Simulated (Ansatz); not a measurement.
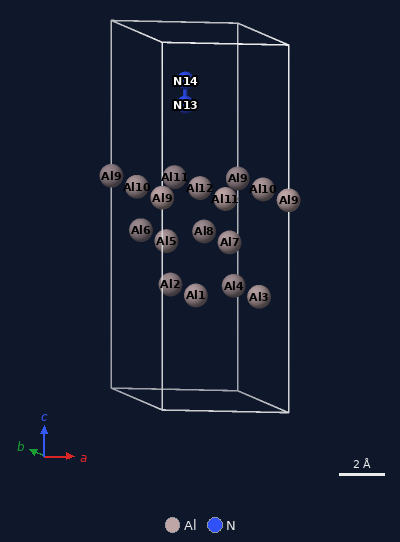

**Figure 1.** The input geometry of run A (ball-and-stick view of the cell of the calculation, with the vacuum cut short, seen slightly off an axis; atoms are numbered from 1 in the order of the input). An atom can appear more than once, as a periodic image.

**Two runs on Al6N**

System: Al6N (slab, 14 atoms in the cell).
Method of run A: DFT, PBE, plane waves, PAW, PAW set soft_1, no spin polarisation (Ansatz 0.2.0).

The structure derives from an entry of the Crystallography Open Database. Text and figures count atoms from 1; the logs count them from 0 in places.

**Input file, run A**
```yaml
crystal:
  lattice:
    - [5.7135165839, 0.0, 0.0]
    - [-2.8567582919, 4.9480505066, 0.0]
    - [0.0, 0.0, 21.2013781942]
  atoms:
    - { symbol: Al, position: [0.3333333333, 0.1666666667, 0.1886669802] }
    - { symbol: Al, position: [0.3333333333, 0.6666666667, 0.1886669802] }
    - { symbol: Al, position: [0.8333333333, 0.1666666667, 0.1886669802] }
    - { symbol: Al, position: [0.8333333333, 0.6666666667, 0.1886669802] }
    - { symbol: Al, position: [0.1666666667, 0.3333333333, 0.2971844467] }
    - { symbol: Al, position: [0.1666666667, 0.8333333333, 0.2971844467] }
    - { symbol: Al, position: [0.6666666667, 0.3333333333, 0.2971844467] }
    - { symbol: Al, position: [0.6666666667, 0.8333333333, 0.2971844467] }
    - { symbol: Al, position: [0.0, 0.0, 0.4056990124] }
    - { symbol: Al, position: [0.0, 0.5, 0.4056990124] }
    - { symbol: Al, position: [0.5, 0.0, 0.4056990124] }
    - { symbol: Al, position: [0.5, 0.5, 0.4056990124] }
    - { symbol: "N", position: [0.25, 0.1666666667, 0.6000777406] }
    - { symbol: "N", position: [0.25, 0.1666666667, 0.652068618] }
basis:
  xc_grid: 4
kpoints:
  mp_grid: { grid: [6, 6, 1] }
hamiltonian:
  xc: pbe
  pseudopotentials: { kind: paw, azcp: { folder: soft_1 } }
scf:
  occupations: { method: tetrahedron_uncorrected }
output:
  forces: true
  eigenvalues: true
efield:
  axis: 3
  dipole_correction: true
  ramp_width: 0.04
```

Command:
```bash
ansatz run input.yaml --threads 1 --pin off --max-ram 3072MiB --backend cpu --events-out ev --progress --plain --runs-dir out
```

Hardware: 1 thread of Intel Xeon (Granite Rapids), 32 GiB of memory available, shared host.

**Output, shortened to warnings, some set-up lines, iterations and results (run A)**
```
WARN: efield: at this solve's end the planar-averaged density reaches 2.65e-5 e/Å³ inside the ramp window [0.8532, 0.9875] (bound 1e-5 e/Å³); the window's nearer edge stands 4.26 Å from this solve's nearest atom along the axis. Its work functions, free energy, forces, stress, dipole, levels and responses can be off, and this figure does not tell by how much. A short vacuum, a low `basis.ecutwfc` …
Basis set: ecut = 420 eV, 11807 PW (Γ), exchange–correlation on 160×160×576 points (64 copies of the dense FFT grid, shifted against one another)
Symmetry: 1 space group operations
k-points: 20 of 36 (time reversal used)
[...]
SCF iter   1: F=—  HF=-7218.172249 eV  |F-HF|=—  |Δ(HF+E_count)|=         —  Δρ=3.08e-2  dr2=1.55e1  ethr=3.10e-3  p=-0.000 e·Å  D=-3.53e-7 V/Å  ΔV_dip=0.00 eV  …
SCF iter   2: F=—  HF=-7216.256067 eV  |F-HF|=—  |Δ(HF+E_count)|=    1.92e0  Δρ=1.56e-2  dr2=5.56e0  ethr=3.10e-3  p=-0.009 e·Å  D=-2.59e-3 V/Å  ΔV_dip=0.05 eV  …
SCF iter   3: F=—  HF=-7215.280569 eV  |F-HF|=—  |Δ(HF+E_count)|=   9.75e-1  Δρ=5.59e-3  dr2=2.48e0  ethr=3.10e-3  p=0.088 e·Å  D=2.65e-2 V/Å  ΔV_dip=-0.56 eV  …
SCF iter   4: F=—  HF=-7216.447513 eV  |F-HF|=—  |Δ(HF+E_count)|=    1.17e0  Δρ=1.09e-2  dr2=2.73e1  ethr=3.10e-3  p=-0.300 e·Å  D=-9.05e-2 V/Å  ΔV_dip=1.92 eV  …
SCF iter   5: F=—  HF=-7215.110349 eV  |F-HF|=—  |Δ(HF+E_count)|=    1.34e0  Δρ=2.42e-3  dr2=1.59e-1  ethr=3.10e-3  p=0.002 e·Å  D=7.11e-4 V/Å  ΔV_dip=-0.02 eV  …
SCF iter   6: F=—  HF=-7215.087140 eV  |F-HF|=—  |Δ(HF+E_count)|=   2.32e-2  Δρ=1.23e-3  dr2=1.34e-2  ethr=3.45e-4  p=0.010 e·Å  D=3.01e-3 V/Å  ΔV_dip=-0.06 eV  …
SCF iter   7: F=—  HF=-7215.085890 eV  |F-HF|=—  |Δ(HF+E_count)|=   1.25e-3  Δρ=8.58e-4  dr2=7.67e-3  ethr=2.91e-5  p=-0.005 e·Å  D=-1.38e-3 V/Å  ΔV_dip=0.03 eV  …
SCF iter   8: F=—  HF=-7215.084698 eV  |F-HF|=—  |Δ(HF+E_count)|=   1.19e-3  Δρ=9.51e-5  dr2=7.80e-5  ethr=1.67e-5  p=-0.001 e·Å  D=-4.13e-4 V/Å  ΔV_dip=0.01 eV  …
SCF iter   9: F=—  HF=-7215.084743 eV  |F-HF|=—  |Δ(HF+E_count)|=   4.49e-5  Δρ=1.86e-5  dr2=1.00e-5  ethr=1.70e-7  p=-0.003 e·Å  D=-9.93e-4 V/Å  ΔV_dip=0.02 eV  …
SCF iter  10: F=—  HF=-7215.084742 eV  |F-HF|=—  |Δ(HF+E_count)|=   3.98e-7  Δρ=5.98e-6  dr2=2.78e-7  ethr=2.18e-8  p=-0.003 e·Å  D=-9.79e-4 V/Å  ΔV_dip=0.02 eV  …
SCF iter  11: F=-7215.084742 eV  HF=-7215.084742 eV  |F-HF|=4.08e-9  |Δ(HF+E_count)|=   4.13e-8  Δρ=3.50e-6  dr2=9.14e-8  ethr=2.17e-10  p=-0.003 e·Å  D=-9.61e-4 V/Å  …
SCF 1 converged in 11 iterations: F = -7215.084742 eV  dr2 = 9.14e-8
SCF converged after 11 iterations
Stability not checked: this state was not tested for a lower state beside it, because the mixer in use, unlike msr1, does not test its closes by its own steps (another_mixer; see scf.mixing.algorithm and scf.lower_state_search)
Free energy (F): -7215.084742 eV
Harris-Foulkes:  -7215.084742 eV  (|F-HF|=4.08e-9)
Internal energy: -7215.082972 eV  (E = F + TS)
E sigma→0 (E₀):  -7215.084742 eV
Entropy (-TS):   -0.001770 eV (-0.126 meV/atom)
Fermi energy:    0.318987 eV
Dipole field:    D = -0.000952 V/Å  (p = -0.003155 e·Å, saw-weighted, corrected)
Work function:   Φ+ = 4.0189 eV   Φ− = 3.9986 eV
Levels:          The Fermi level and band energies are counted from a zero that moves with the ramp; work functions are not
Vacuum region:   at the solve's end the planar-averaged density reaches 2.65e-5 e/Å³ inside the ramp window [0.8532, 0.9875] (bound 1e-5 e/Å³)
--- Per-component energies (eV) ---
  E_band       = -241.779137
  E_kinetic    = 503.517884
  E_local      = -6295.692945  (includes V_loc(G=0)·N_el)
  E_nonlocal   = 196.007752
  E_hartree    = 2959.858208
  E_xc         = -557.855602
  E_vxc        = -482.359011  (∫ρ·V_xc dr)
  E_paw        = -5888.993131  (= ΣΔE_a)
  E_vpaw       = -82.923564  (= ΣTr[D̂ρ^β])
  E_aug_tail   = 0.001612  (compensation charges beyond the density's cutoff)
  E_efield     = 0.000002  (sawtooth field / dipole correction)
  E_vefield    = -0.048005  (∫n·V_field dr)
  E_ewald      = 1868.073248
  E_smearing   = -0.001770  (= −TS)
  E_closure    = 0.000000  (closes the sum)
  Σ components = -7215.084742   (vs F -7215.084742, Δ=0.00e0)
--- Forces (eV/Å), atoms counted from 1 ---
  atom   1  Al    -0.00060087    -0.00004988    -0.07340976
  atom   2  Al     0.00049383     0.00079281    -0.07329879
  atom   3  Al    -0.00061696    -0.00018070    -0.07342031
  atom   4  Al     0.00029007    -0.00054783    -0.07319279
  atom   5  Al     0.00067164    -0.00085641    -0.00240274
  atom   6  Al    -0.00059006     0.00062928    -0.00193107
  atom   7  Al    -0.00043353    -0.00005611    -0.00097828
  atom   8  Al     0.00094583    -0.00000100     0.00251532
  atom   9  Al     0.00073642    -0.00012637     0.07388128
  atom  10  Al     0.00027974    -0.00019817     0.07566152
  atom  11  Al    -0.00172433     0.00211833     0.07343953
  atom  12  Al     0.00126654    -0.00155295     0.07335704
  atom  13  N     -0.00109293     0.00007841    -0.00124847
  atom  14  N      0.00037477    -0.00004947     0.00106957
  max |Σ_I F_I| component: 4.21e-5 eV/Å
```

For run B the input was changed thus:
```diff
-    - { symbol: Al, position: [0.8333333333, 0.1666666667, 0.1886669802] }
+    - { symbol: Al, position: [0.8333333334, 0.1666666667, 0.1886669802] }
-    - { symbol: "N", position: [0.25, 0.1666666667, 0.6000777406] }
-    - { symbol: "N", position: [0.25, 0.1666666667, 0.652068618] }
+    - { symbol: "N", position: [0.0833333334, 0.1666666667, 0.5976155246] }
+    - { symbol: "N", position: [0.0833333334, 0.1666666667, 0.6496068468] }
+  symmetry: { detect: false }
-  xc_grid: 4
+  ecutwfc: 420
+accuracy: low
```

How does run B compare with run A?

With the same functional and potentials, run B lies 0.04 meV per atom lower (other lines of the input change too). The SCF takes 12 iterations against 11.

**Output, shortened to warnings, some set-up lines, iterations and results (run B)**
```
WARN: efield: at this solve's end the planar-averaged density reaches 2.69e-5 e/Å³ inside the ramp window [0.8520, 0.9863] (bound 1e-5 e/Å³); the window's nearer edge stands 4.29 Å from this solve's nearest atom along the axis. Its work functions, free energy, forces, stress, dipole, levels and responses can be off, and this figure does not tell by how much. A short vacuum, a low `basis.ecutwfc` …
Basis set: ecut = 420 eV, 11807 PW (Γ), exchange–correlation on 80×80×288 points (8 copies of the dense FFT grid, shifted against one another)
Symmetry: 1 space group operations
k-points: 20 of 36 (time reversal used)
[...]
SCF iter   1: F=—  HF=-7218.171531 eV  |F-HF|=—  |Δ(HF+E_count)|=         —  Δρ=3.08e-2  dr2=1.55e1  ethr=3.10e-3  p=-0.000 e·Å  D=-4.16e-7 V/Å  ΔV_dip=0.00 eV  …
SCF iter   2: F=—  HF=-7216.256855 eV  |F-HF|=—  |Δ(HF+E_count)|=    1.91e0  Δρ=1.56e-2  dr2=5.56e0  ethr=3.10e-3  p=-0.008 e·Å  D=-2.47e-3 V/Å  ΔV_dip=0.05 eV  …
SCF iter   3: F=—  HF=-7215.274148 eV  |F-HF|=—  |Δ(HF+E_count)|=   9.83e-1  Δρ=5.44e-3  dr2=2.36e0  ethr=3.10e-3  p=0.082 e·Å  D=2.46e-2 V/Å  ΔV_dip=-0.52 eV  …
SCF iter   4: F=—  HF=-7216.478538 eV  |F-HF|=—  |Δ(HF+E_count)|=    1.20e0  Δρ=1.10e-2  dr2=2.79e1  ethr=3.10e-3  p=-0.303 e·Å  D=-9.16e-2 V/Å  ΔV_dip=1.94 eV  …
SCF iter   5: F=—  HF=-7215.109860 eV  |F-HF|=—  |Δ(HF+E_count)|=    1.37e0  Δρ=2.19e-3  dr2=1.53e-1  ethr=3.10e-3  p=0.007 e·Å  D=2.24e-3 V/Å  ΔV_dip=-0.05 eV  …
SCF iter   6: F=—  HF=-7215.087443 eV  |F-HF|=—  |Δ(HF+E_count)|=   2.24e-2  Δρ=8.17e-4  dr2=9.49e-3  ethr=3.32e-4  p=0.007 e·Å  D=2.13e-3 V/Å  ΔV_dip=-0.05 eV  …
SCF iter   7: F=—  HF=-7215.085895 eV  |F-HF|=—  |Δ(HF+E_count)|=   1.55e-3  Δρ=6.71e-4  dr2=3.38e-3  ethr=2.06e-5  p=-0.004 e·Å  D=-1.32e-3 V/Å  ΔV_dip=0.03 eV  …
SCF iter   8: F=—  HF=-7215.085306 eV  |F-HF|=—  |Δ(HF+E_count)|=   5.88e-4  Δρ=9.91e-5  dr2=8.30e-5  ethr=7.35e-6  p=-0.001 e·Å  D=-3.48e-4 V/Å  ΔV_dip=0.01 eV  …
SCF iter   9: F=—  HF=-7215.085349 eV  |F-HF|=—  |Δ(HF+E_count)|=   4.28e-5  Δρ=4.28e-5  dr2=1.79e-5  ethr=1.80e-7  p=-0.003 e·Å  D=-7.56e-4 V/Å  ΔV_dip=0.02 eV  …
SCF iter  10: F=—  HF=-7215.085348 eV  |F-HF|=—  |Δ(HF+E_count)|=   1.52e-6  Δρ=8.92e-6  dr2=1.10e-6  ethr=3.89e-8  p=-0.003 e·Å  D=-9.08e-4 V/Å  ΔV_dip=0.02 eV  …
SCF iter  11: F=—  HF=-7215.085348 eV  |F-HF|=—  |Δ(HF+E_count)|=   6.28e-8  Δρ=5.37e-6  dr2=2.66e-7  ethr=2.40e-9  p=-0.003 e·Å  D=-8.66e-4 V/Å  ΔV_dip=0.02 eV  …
SCF iter  12: F=-7215.085348 eV  HF=-7215.085348 eV  |F-HF|=1.35e-8  |Δ(HF+E_count)|=   2.69e-8  Δρ=1.83e-6  dr2=1.41e-8  ethr=2.17e-10  p=-0.003 e·Å  D=-8.79e-4 V/Å  …
SCF 1 converged in 12 iterations: F = -7215.085348 eV  dr2 = 1.41e-8
SCF converged after 12 iterations
Stability not checked: this state was not tested for a lower state beside it, because the mixer in use, unlike msr1, does not test its closes by its own steps (another_mixer; see scf.mixing.algorithm and scf.lower_state_search)
Free energy (F): -7215.085348 eV
Harris-Foulkes:  -7215.085348 eV  (|F-HF|=1.35e-8)
Internal energy: -7215.083565 eV  (E = F + TS)
E sigma→0 (E₀):  -7215.085348 eV
Entropy (-TS):   -0.001783 eV (-0.127 meV/atom)
Fermi energy:    0.319490 eV
Dipole field:    D = -0.000874 V/Å  (p = -0.002893 e·Å, saw-weighted, corrected)
Work function:   Φ+ = 4.0174 eV   Φ− = 3.9987 eV
Levels:          The Fermi level and band energies are counted from a zero that moves with the ramp; work functions are not
Vacuum region:   at the solve's end the planar-averaged density reaches 2.69e-5 e/Å³ inside the ramp window [0.8520, 0.9863] (bound 1e-5 e/Å³)
--- Per-component energies (eV) ---
  E_band       = -241.780693
  E_kinetic    = 503.521981
  E_local      = -6337.156102  (includes V_loc(G=0)·N_el)
  E_nonlocal   = 196.006143
  E_hartree    = 2980.588341
  E_xc         = -557.858998
  E_vxc        = -482.363792  (∫ρ·V_xc dr)
  E_paw        = -5888.992791  (= ΣΔE_a)
  E_vpaw       = -82.923116  (= ΣTr[D̂ρ^β])
  E_aug_tail   = 0.001609  (compensation charges beyond the density's cutoff)
  E_efield     = 0.000001  (sawtooth field / dipole correction)
  E_vefield    = -0.043437  (∫n·V_field dr)
  E_ewald      = 1888.806251
  E_smearing   = -0.001783  (= −TS)
  E_closure    = 0.000000  (closes the sum)
  Σ components = -7215.085348   (vs F -7215.085348, Δ=0.00e0)
--- Forces (eV/Å), atoms counted from 1 ---
  atom   1  Al     0.00014623    -0.00026576    -0.07376773
  atom   2  Al    -0.00000037     0.00195223    -0.07310179
  atom   3  Al    -0.00014621    -0.00026545    -0.07376763
  atom   4  Al     0.00000035    -0.00132389    -0.07289879
  atom   5  Al    -0.00000004    -0.00169317    -0.00228789
  atom   6  Al    -0.00173439     0.00011877    -0.00054328
  atom   7  Al     0.00000004     0.00013095     0.00082946
  atom   8  Al     0.00173439     0.00011885    -0.00054331
  atom   9  Al     0.00000046    -0.00087285     0.07441952
  atom  10  Al    -0.00125948    -0.00117533     0.07384682
  atom  11  Al    -0.00000045     0.00431378     0.07414375
  atom  12  Al     0.00125947    -0.00117585     0.07384683
  atom  13  N     -0.00000005     0.00038602    -0.00157666
  atom  14  N     -0.00000005    -0.00024873     0.00138476
  max |Σ_I F_I| component: 1.59e-5 eV/Å
```

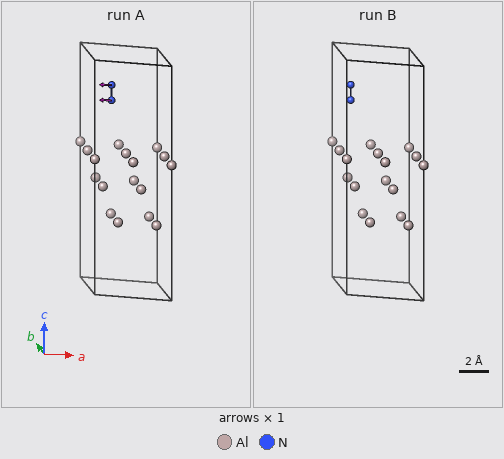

**Figure 2.** The two input geometries at one scale (ball-and-stick view of the cell of the calculation, with the vacuum cut short, seen slightly off an axis). The pink arrows on the first give the shifts of the atoms relative to the cell, at true length. The largest moves, 0.95 Å, are those of N atoms. Al stays in place. The lattice vectors keep their values.

**The two runs side by side**

```tsv
quantity	run A	run B
outcome	converged	converged
free energy per atom (eV)	−515.3632	−515.3632
gap on the mesh (eV)	0.00	0.00
largest force (eV/Å)	0.076	0.074
SCF iterations	11	12
irreducible k-points	20	20
plane waves at Γ	11807	11807
wall time (shared host)	25 s	20 s
```

For both runs: Warnings: the density in the vacuum is higher than it should be, so vacuum levels may be off. For run B: These settings are looser than, or depart from, a standard set-up, so the numbers are not reference values for this system. The input asks for low accuracy.
